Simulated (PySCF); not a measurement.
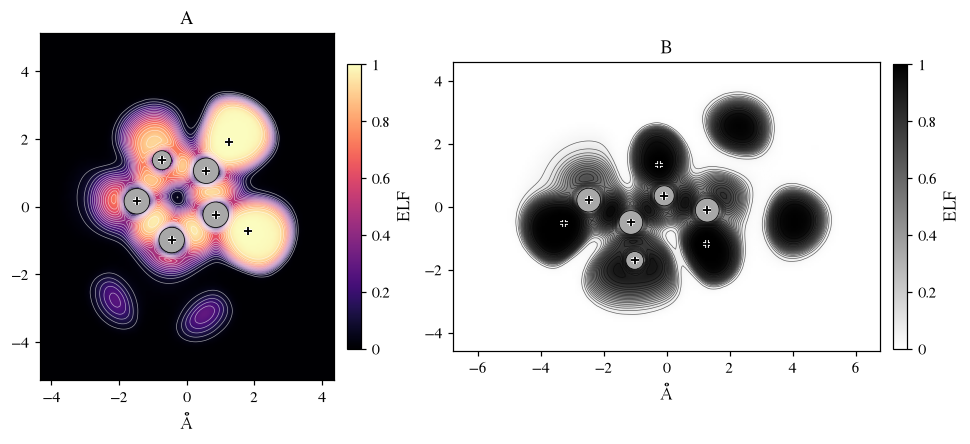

The ELF of 2 systems, each on a plane through atoms (crosses mark nuclei in the plane; grey discs cover the cores).

Theory: PySCF 2.14.0, PBE0/pcSseg-1, SCF density, gas phase, non-relativistic.

System 1: C₅H₄F₄O (SMILES FC(F)(F)[C@]1(F)C=COC1), the plane of atoms C5, C7 and H11. Geometry: GFN2-xTB.

| atom | x (Å) | y (Å) | z (Å) |
| --- | --- | --- | --- |
| F | 1.0755 | -0.1396 | -1.8344 |
| C | 1.5387 | -0.1020 | -0.5756 |
| F | 2.2862 | -1.1905 | -0.4005 |
| F | 2.3479 | 0.9602 | -0.4984 |
| C | 0.3731 | -0.0218 | 0.4243 |
| F | 0.9578 | 0.0255 | 1.6818 |
| C | -0.6005 | -1.1541 | 0.2802 |
| C | -1.8005 | -0.6293 | 0.0462 |
| O | -1.8422 | 0.7140 | -0.0188 |
| C | -0.5279 | 1.2073 | 0.1951 |
| H | -0.3255 | -2.1822 | 0.3812 |
| H | -2.7415 | -1.1254 | -0.1048 |
| H | -0.5196 | 1.8494 | 1.0803 |
| H | -0.2222 | 1.7881 | -0.6789 |

System 2: C₇H₁₃NO, the plane of atoms O3, C2 and N4. Geometry: GFN2-xTB.

```xyz
22

C     3.6422    0.2694    0.2496
C     2.4354   -0.6241    0.4591
O     2.4269   -1.5764    1.2077
N     1.3665   -0.2698   -0.2935
C     0.0837   -0.9271   -0.1897
C    -0.9590   -0.0360    0.4743
C    -1.5117    1.1313   -0.3661
C    -2.9412    0.6847   -0.0240
C    -2.3813   -0.6155    0.5734
H     3.4111    1.2882    0.5534
H     4.4689   -0.1023    0.8473
H     3.9290    0.2721   -0.7995
H     1.4062    0.5734   -0.8434
H    -0.2560   -1.2201   -1.1895
H     0.2438   -1.8257    0.4114
H    -0.5778    0.2948    1.4421
H    -1.2348    2.1314   -0.0386
H    -1.2816    1.0300   -1.4259
H    -3.4184    1.3217    0.7175
H    -3.6153    0.5659   -0.8696
H    -2.7226   -0.8679    1.5742
H    -2.5242   -1.4785   -0.0740
```

### Match each panel to its system.

Panel A is system 1, C₅H₄F₄O: the plane holds C, O and H. C–C (1.33 Å): the ELF peaks at about 0.95 between the atoms; a short, multiple covalent bond. Panel B is system 2, C₇H₁₃NO: the plane holds C, O, N and H. C–O (1.21 Å): the ELF peaks at about 0.85 between the atoms (a short, multiple covalent bond).
